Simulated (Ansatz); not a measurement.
The relaxed structure here is a generated cell of SnS2: the first start was made by placing the elements on the sites of a structure type, and the end was not matched to a known phase here, so it may be hypothetical. Known forms of SnS2 include space group No. 164.

The end point of a relaxation of SnS2. Method: PBE (plane waves to 420 eV, PAW, scalar-relativistic; Ansatz, a first-principles code).

Pnnm (No. 58), oP6, AFLOW prototype AB2_oP6_58_a_g (as in Fe2C); a = 5.900 Å, b = 6.335 Å, c = 3.776 Å, α = 90.00°, β = 90.00°, γ = 90.00°.

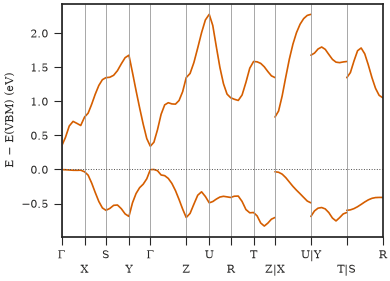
*Highest filled and lowest empty band along the path of this cell's Brillouin zone*

Task: Read off the gap and say whether it is direct.

Result: 0.34 eV, direct (no spin-orbit coupling).

Task: How far does the top valence band disperse along this path?

Result: About 0.8 eV.

No spin polarisation in the result.

The run could not lower the symmetry of its start; a shaken copy of this end point relaxes with PBE to Pmn2₁ (No. 31), 0.032 eV/atom lower.
